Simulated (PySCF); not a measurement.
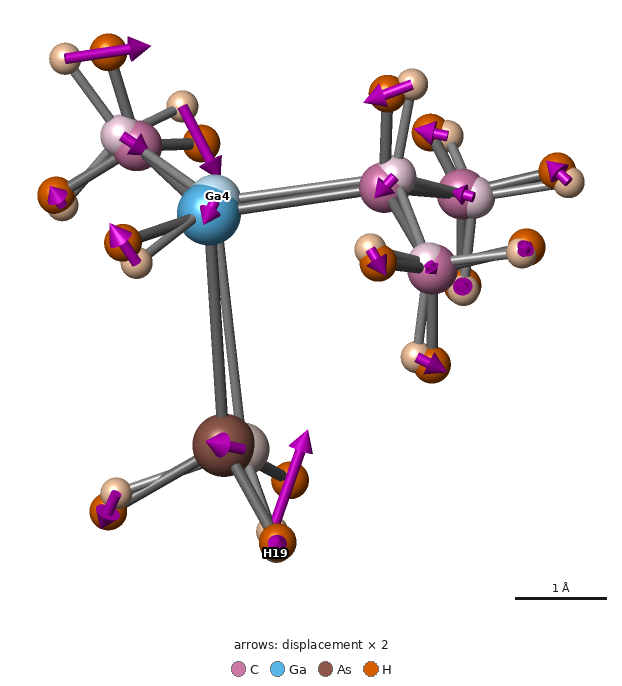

A relaxation of C₄H₁₄AsGa. The starting structure is drawn faded, the final one solid; purple arrows show the displacements, 2 times their true length. The two geometries are superimposed by the best rigid fit.

The picture is a ball-and-stick view, seen at a tilt.

The start comes from GFN2-xTB.

Computed with PySCF 2.14.0, density-fitted response routines, PBE0-D3(BJ)/def2-SVP geometry optimisation, gas phase. 

Atoms of which element are displaced furthest, and by how much?

Answer. Hydrogen: up to 0.61 Å, against 0.28 Å for arsenic.

Describe the change and its energy.

Answer. The atom that moves furthest after the best rigid fit is an H atom (0.61 Å). By element the largest moves are H 0.61 Å, As 0.28 Å, C 0.20 Å, Ga 0.15 Å. Some distances before and after: As–Ga 2.918 → 2.703 Å, C–Ga 2.070 → 2.005 Å, C–Ga 2.036 → 1.989 Å, As–H 1.487 → 1.513 Å. Among the angles between lasting bonds that change: Ga–As–H 147.0° → 121.6°, Ga–As–H 102.2° → 118.3°, As–Ga–H 83.8° → 94.1°. Over 11 geometry steps the energy falls by 0.291 eV. Largest force component: 0.69 eV/Å at the start, 0.01 eV/Å at the end. The run took about 5 core-minutes on a shared host.
